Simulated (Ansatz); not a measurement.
Pulling on the P1–O2 bond in PO (multiplicity 2 held). Energies count from the point at 1.480 Å.


Restricted levels (R-, RO-) in cc, def2 and unpolarised 6-31G sets keep to the state of the molecule at rest. U- levels take the lowest unrestricted solution at each point, which mixes spins at long bonds. Full CI gives the lowest state of the spin. Left out are points that failed, MP2 points that dive below the minimum, coupled-cluster points behind a jump of the amplitudes or a sharp parting from full CI or MRCI, small-basis points behind a change of solution, and semi-empirical points at long bonds. Curves can end on different states.

Cores are frozen in the correlated methods.

Programs: Ansatz (Gaussian orbitals). Values without a source in brackets are computed.

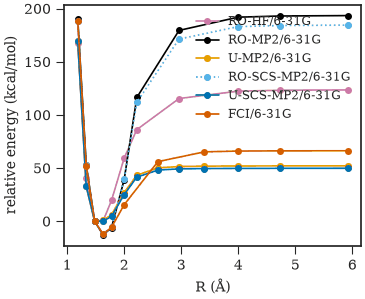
Relative energy along the coordinate

Question: Order the other curves in the same basis by their non-parallelity to FCI/6-31G (largest less smallest deviation, whatever its cause), smallest first.

Answer: U-SCS-MP2/6-31G (31.0 kcal/mol), U-MP2/6-31G (32.3 kcal/mol), RO-HF/6-31G (77.9 kcal/mol), RO-SCS-MP2/6-31G (118.2 kcal/mol), RO-MP2/6-31G (127.8 kcal/mol)

Question: Read off the RO-HF/6-31G curve at R = 2.960.

Answer: about 120 kcal/mol

Doubts at one or more of the structures used: a restricted determinant that unrestricted orbitals would lower (RO-HF/6-31G, RO-MP2/6-31G, RO-SCS-MP2/6-31G); a spin-contaminated determinant (U-MP2/6-31G, U-SCS-MP2/6-31G).

Ansatz is a quantum-chemistry and plane-wave program.
